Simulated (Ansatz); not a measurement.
# Run report: WH7ClO, geometry relaxation (part 2 of 2)

WH7ClO; RKS PBE/def2-SVP (Ansatz 0.2.0). It belongs to a series of runs on one base structure; here: end point A relaxed.

Geometry of the input (Å):
```
W  0.1733  -0.2523  0.0921
O  -0.1126  -0.2446  1.9974
H  -0.9603  0.0246  2.4051
H  1.5063  0.6174  -0.5260
H  -0.1193  0.9553  -1.0604
H  -1.3128  0.5054  0.0996
H  0.2166  -1.8809  -0.4385
H  -0.9847  -0.6979  -1.0475
Cl 2.0351  2.1996  1.9447
H  1.3359  1.2912  2.6349
```

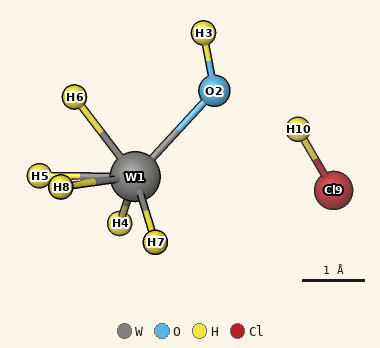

The geometry at step 16 of the log (ball-and-stick view, seen at a tilt; atoms are numbered from 1 in the order of the input).

### Trajectory as extended XYZ, continued
```
10
Properties=species:S:1:pos:R:3:forces:R:3 step=6 energy=-16496.20928 accepted=F
W     0.1646   -0.2649    0.0237   -0.3685   0.2120   0.1484
O    -0.0562   -0.0279    1.9055    0.3358  -0.1663   0.0778
H    -0.8619    0.2079    2.4010   -0.0777   0.0567  -0.0916
H     1.4197    0.6769   -0.6491    0.0114   0.0389   0.0206
H    -0.2557    0.8429   -1.1792    0.0153  -0.0110  -0.0447
H    -1.3546    0.4198    0.0713    0.0273  -0.0410  -0.1249
H     0.2567   -1.9131   -0.4237    0.0163  -0.0706   0.0640
H    -1.0143   -0.8239   -1.0390    0.0342  -0.0016  -0.0561
Cl    2.1926    2.1755    2.5024   -0.0319  -0.0540   0.0023
H     1.2865    1.2248    2.4885    0.0378   0.0369   0.0042
10
Properties=species:S:1:pos:R:3:forces:R:3 step=7 energy=-16496.21964
W     0.1522   -0.2629    0.0323   -0.0094  -0.0180   0.0861
O    -0.0352   -0.0768    1.9251    0.0680  -0.0190  -0.0726
H    -0.8419    0.1890    2.4037   -0.0566   0.0251   0.0135
H     1.4367    0.6583   -0.6140   -0.0150   0.0286  -0.0070
H    -0.2361    0.8647   -1.1647    0.0120   0.0168  -0.0213
H    -1.3595    0.4378    0.0509    0.0025   0.0027  -0.0023
H     0.2354   -1.9169   -0.4047   -0.0014  -0.0003  -0.0025
H    -1.0157   -0.7976   -1.0563   -0.0132  -0.0287  -0.0090
Cl    2.1529    2.2038    2.4524    0.0093  -0.0041   0.0070
H     1.2886    1.2184    2.4766    0.0038  -0.0031   0.0081
10
Properties=species:S:1:pos:R:3:forces:R:3 step=9 energy=-16496.22783
W     0.1388   -0.2391    0.0096   -0.1456   0.0434  -0.1241
O    -0.0558    0.0244    1.8873   -0.0234   0.0264   0.0497
H    -0.8641    0.3012    2.3616    0.0268  -0.0174  -0.0425
H     1.3521    0.7591   -0.6680   -0.0290  -0.0166   0.0017
H    -0.3326    0.8131   -1.2319    0.0402  -0.0340   0.0323
H    -1.4207    0.3566   -0.0014    0.0590  -0.0116   0.0348
H     0.3250   -1.9038   -0.3642    0.0118   0.0453   0.0141
H    -1.0011   -0.8943   -1.0521    0.0591  -0.0117   0.0352
Cl    2.2934    2.1018    2.6261   -0.0780  -0.0945  -0.0100
H     1.3424    1.1988    2.5346    0.0792   0.0707   0.0087
10
Properties=species:S:1:pos:R:3:forces:R:3 step=10 energy=-16496.22663 accepted=F
W     0.1229   -0.2076   -0.0064   -0.1933  -0.0217  -0.2562
O    -0.0831    0.1138    1.8597   -0.0439   0.0503   0.0812
H    -0.8981    0.3777    2.3325    0.0749  -0.0332  -0.0835
H     1.2829    0.8372   -0.7191   -0.0735  -0.0590   0.0385
H    -0.3985    0.7825   -1.2869    0.0215  -0.1035   0.1029
H    -1.4726    0.3027   -0.0259    0.1346  -0.0557  -0.0185
H     0.4157   -1.8766   -0.3246   -0.0142   0.1537   0.0437
H    -0.9757   -0.9889   -1.0429    0.1180   0.1138   0.1149
Cl    2.4132    1.9930    2.7350   -0.3943  -0.3264  -0.0698
H     1.3706    1.1839    2.5802    0.3702   0.2817   0.0469
10
Properties=species:S:1:pos:R:3:forces:R:3 step=11 energy=-16496.23256
W     0.1290   -0.2108    0.0096    0.1143  -0.0208   0.0409
O    -0.0904    0.0706    1.8818    0.0792  -0.0037  -0.0133
H    -0.9155    0.3180    2.3379   -0.0537   0.0371   0.0335
H     1.3115    0.8067   -0.6850    0.0033   0.0268  -0.0098
H    -0.3606    0.7912   -1.2582   -0.0258   0.0288  -0.0218
H    -1.4388    0.3429   -0.0074   -0.0687  -0.0250  -0.0308
H     0.3911   -1.8678   -0.3285   -0.0161  -0.0267   0.0046
H    -0.9746   -0.9406   -1.0347   -0.0103   0.0093  -0.0060
Cl    2.3588    2.0310    2.6405   -0.0427  -0.0700  -0.0161
H     1.3669    1.1767    2.5456    0.0204   0.0441   0.0187
10
Properties=species:S:1:pos:R:3:forces:R:3 step=12 energy=-16496.23793
W     0.1342   -0.1911    0.0093   -0.0598  -0.0643  -0.0283
O    -0.1049    0.1149    1.8755    0.0223   0.0248   0.0274
H    -0.9392    0.3522    2.3222   -0.0113   0.0112   0.0000
H     1.2781    0.8604   -0.7016    0.0031   0.0141  -0.0025
H    -0.3899    0.7787   -1.2716   -0.0091   0.0009  -0.0121
H    -1.4592    0.2898   -0.0281   -0.0053   0.0313   0.0159
H     0.4278   -1.8514   -0.2964    0.0310   0.0178  -0.0033
H    -0.9504   -0.9621   -1.0293    0.0443  -0.0031   0.0171
Cl    2.4200    1.9533    2.6461   -0.1407  -0.1319  -0.0134
H     1.3611    1.1731    2.5754    0.1254   0.0991  -0.0007
10
Properties=species:S:1:pos:R:3:forces:R:3 step=13 energy=-16496.24292
W     0.1306   -0.1641    0.0140   -0.0323  -0.0179  -0.0768
O    -0.1385    0.1710    1.8726    0.0048   0.0424   0.0124
H    -0.9873    0.3957    2.2986    0.0012   0.0030   0.0033
H     1.2291    0.9288   -0.7097   -0.0146  -0.0050   0.0024
H    -0.4385    0.7501   -1.2904    0.0347  -0.0061   0.0112
H    -1.4791    0.2607   -0.0436   -0.0112  -0.0351   0.0238
H     0.5126   -1.8152   -0.2588   -0.0097   0.0509   0.0065
H    -0.9101   -1.0083   -1.0162    0.0506   0.0167   0.0440
Cl    2.5029    1.8325    2.6431   -0.3777  -0.2425  -0.0233
H     1.3559    1.1665    2.5918    0.3541   0.1937  -0.0035
10
Properties=species:S:1:pos:R:3:forces:R:3 step=15 energy=-16496.25828
W     0.1308   -0.0953    0.0359   -0.1045  -0.1491  -0.1470
O    -0.2161    0.2896    1.8751   -0.0420   0.0656  -0.0142
H    -1.0973    0.4677    2.2581    0.0751  -0.0044  -0.0091
H     1.1427    1.0633   -0.7141   -0.0504   0.0083   0.0011
H    -0.5020    0.7049   -1.3164    0.0661  -0.0168   0.0532
H    -1.5145    0.1753   -0.0589    0.0532  -0.0501   0.0133
H     0.6766   -1.7168   -0.1693   -0.0609   0.1344   0.0307
H    -0.8155   -1.0794   -0.9729    0.1171   0.0868   0.1055
Cl    2.6217    1.5611    2.5837   -0.6136  -0.2251  -0.0384
H     1.3511    1.1474    2.5804    0.5600   0.1503   0.0050
10
Properties=species:S:1:pos:R:3:forces:R:3 step=16 energy=-16496.27850
W     0.1382   -0.0606    0.0557   -0.0359  -0.0099  -0.1740
O    -0.2516    0.3560    1.8804   -0.1494   0.0658   0.0333
H    -1.1452    0.5101    2.2473    0.1143  -0.0219  -0.0393
H     1.0792    1.1463   -0.7133   -0.0100  -0.0506   0.0323
H    -0.5023    0.6938   -1.3216    0.0134  -0.0802   0.0855
H    -1.5178    0.1296   -0.0614    0.0635  -0.0581   0.0062
H     0.7487   -1.6633   -0.1069   -0.0296   0.1350   0.0225
H    -0.7416   -1.1102   -0.9458    0.0692   0.1084   0.0948
Cl    2.6387    1.3923    2.4817   -0.6336  -0.1593   0.0087
H     1.3312    1.1239    2.5855    0.5982   0.0708  -0.0700
10
Properties=species:S:1:pos:R:3:forces:R:3 step=17 energy=-16496.31040
W     0.1547   -0.0076    0.0814   -0.1417  -0.1532  -0.2325
O    -0.2957    0.4273    1.8890   -0.1194   0.0744   0.1233
H    -1.2000    0.5482    2.2385    0.0816  -0.0159  -0.0466
H     1.0791    1.2038   -0.6993   -0.1171   0.0377  -0.0234
H    -0.5341    0.6578   -1.3185    0.1301   0.0038   0.0956
H    -1.5122    0.0633   -0.0566    0.1081   0.0677   0.0372
H     0.8285   -1.5837   -0.0444   -0.0164   0.0892   0.0304
H    -0.6802   -1.0939   -0.9120    0.1234  -0.0058   0.0941
Cl    2.6228    1.2377    2.3570   -0.4945  -0.1212   0.0053
H     1.3147    1.0651    2.5663    0.4459   0.0233  -0.0833
10
Properties=species:S:1:pos:R:3:forces:R:3 step=19 energy=-16496.40678
W     0.1915    0.0641    0.1343   -0.0670   0.0780  -0.1983
O    -0.3603    0.5232    1.9160   -0.3828   0.1055   0.3140
H    -1.2864    0.5946    2.2361    0.3434  -0.0370  -0.1866
H     0.9960    1.3269   -0.6961   -0.0036  -0.0114   0.0245
H    -0.4928    0.6361   -1.3026    0.0195  -0.0409   0.0606
H    -1.4753    0.0411   -0.0411    0.0876  -0.0072   0.0310
H     0.9446   -1.4720    0.0747    0.0564   0.0185   0.0280
H    -0.5463   -1.1160   -0.8186    0.0392   0.0042   0.0214
Cl    2.5357    0.9672    2.0899   -0.2104  -0.1003  -0.0830
H     1.2708    0.9526    2.5090    0.1178  -0.0094  -0.0118
10
Properties=species:S:1:pos:R:3:forces:R:3 step=20 energy=-16496.45201
W     0.2094    0.0965    0.1561    0.0445  -0.0050  -0.1987
O    -0.3835    0.5595    1.9313   -0.2089   0.1132   0.3195
H    -1.3127    0.6074    2.2334    0.1780  -0.0196  -0.1505
H     0.9933    1.3623   -0.6880   -0.0246   0.0144   0.0007
H    -0.4859    0.6224   -1.2897    0.0066   0.0034   0.0348
H    -1.4552    0.0339   -0.0233    0.0187  -0.0103   0.0071
H     0.9968   -1.4218    0.1183    0.0436   0.0056   0.0204
H    -0.4949   -1.1117   -0.7850    0.0165  -0.0105   0.0284
Cl    2.4662    0.8528    1.9512   -0.1918  -0.0618  -0.0131
H     1.2440    0.9165    2.4972    0.1174  -0.0295  -0.0488
10
Properties=species:S:1:pos:R:3:forces:R:3 step=21 energy=-16496.46176
W     0.2357    0.1288    0.1723   -0.1901  -0.0893  -0.1502
O    -0.4023    0.6152    1.9448    0.1714   0.0628   0.1165
H    -1.3361    0.6501    2.2159   -0.0389  -0.0275  -0.0859
H     0.9571    1.4144   -0.7009    0.0356  -0.0197   0.0275
H    -0.4846    0.6244   -1.2700   -0.0372  -0.0244   0.0106
H    -1.4280    0.0005   -0.0128   -0.0099   0.0471   0.0346
H     1.0724   -1.3655    0.1619   -0.0030   0.0167  -0.0456
H    -0.4488   -1.1183   -0.7336    0.0555  -0.0027   0.0048
Cl    2.3939    0.7197    1.8303   -0.1511   0.0664   0.2357
H     1.2182    0.8485    2.4936    0.1676  -0.0294  -0.1481
10
Properties=species:S:1:pos:R:3:forces:R:3 step=22 energy=-16496.46633
W     0.2365    0.1185    0.1579    0.2330   0.0449  -0.0298
O    -0.3504    0.6231    1.9459   -0.2856  -0.0060   0.0441
H    -1.2912    0.6436    2.1929   -0.0482   0.0181   0.0292
H     0.9656    1.3983   -0.7163    0.0001  -0.0333   0.0001
H    -0.5132    0.6168   -1.2664   -0.0345   0.0171   0.0030
H    -1.4289    0.0128    0.0115   -0.0522   0.0085   0.0279
H     1.0693   -1.3755    0.1193    0.0038  -0.0031  -0.0270
H    -0.4627   -1.1216   -0.7419   -0.0020  -0.0316   0.0101
Cl    2.3759    0.7404    1.8995    0.2714  -0.0079  -0.0628
H     1.1766    0.8615    2.4989   -0.0857  -0.0067   0.0051
10
Properties=species:S:1:pos:R:3:forces:R:3 step=23 energy=-16496.47184
W     0.2369    0.1223    0.1619   -0.0698   0.0026   0.0606
O    -0.3809    0.6219    1.9449    0.0645  -0.0008  -0.0117
H    -1.3232    0.6516    2.1897    0.0288   0.0004  -0.0225
H     0.9783    1.3941   -0.7110   -0.0337   0.0159  -0.0071
H    -0.5264    0.6169   -1.2580    0.0345  -0.0043   0.0068
H    -1.4325    0.0235    0.0233    0.0254  -0.0417  -0.0525
H     1.0757   -1.3684    0.1091    0.0003   0.0032   0.0265
H    -0.4429   -1.1332   -0.7335   -0.0287   0.0291  -0.0137
Cl    2.4043    0.7410    1.9001   -0.0268  -0.0172  -0.0178
H     1.1883    0.8482    2.4749    0.0056   0.0129   0.0314
10
Properties=species:S:1:pos:R:3:forces:R:3 step=25 energy=-16496.47319 accepted=F
W     0.2305    0.1198    0.1661   -0.0128   0.0039   0.0000
O    -0.3830    0.6244    1.9466   -0.0416  -0.0095  -0.0316
H    -1.3248    0.6508    2.1969    0.0531   0.0065  -0.0306
H     0.9578    1.4027   -0.7017    0.0099   0.0003   0.0067
H    -0.5108    0.6171   -1.2635   -0.0122   0.0018   0.0059
H    -1.4348    0.0034    0.0018   -0.0043   0.0104   0.0265
H     1.0749   -1.3683    0.1243   -0.0078  -0.0054  -0.0054
H    -0.4514   -1.1237   -0.7447    0.0219  -0.0066   0.0110
Cl    2.4117    0.7201    1.8983    0.0003   0.0151  -0.0160
H     1.2074    0.8715    2.4775   -0.0065  -0.0166   0.0334
10
Properties=species:S:1:pos:R:3:forces:R:3 step=26 energy=-16496.47405
W     0.2331    0.1207    0.1643   -0.0003   0.0042   0.0022
O    -0.3799    0.6232    1.9448    0.0118   0.0012  -0.0055
H    -1.3214    0.6561    2.1895   -0.0150  -0.0006  -0.0058
H     0.9620    1.4018   -0.7053    0.0006   0.0007   0.0009
H    -0.5159    0.6171   -1.2614   -0.0048  -0.0006   0.0023
H    -1.4334    0.0079    0.0100   -0.0007  -0.0015  -0.0002
H     1.0741   -1.3691    0.1203    0.0009  -0.0007   0.0010
H    -0.4478   -1.1271   -0.7406   -0.0014  -0.0016  -0.0007
Cl    2.4053    0.7305    1.8944   -0.0008   0.0002   0.0007
H     1.2014    0.8566    2.4854    0.0095  -0.0014   0.0050
```

### Results in brief

```csv
quantity,value
outcome,converged
total energy,−16496.4741 eV
mean-field energy,−16496.4741 eV
largest force (length of the vector) at the end,0.016 eV/Å
wall time,56 s (CPU time 1.8 min)
peak memory,0.14 GiB
```
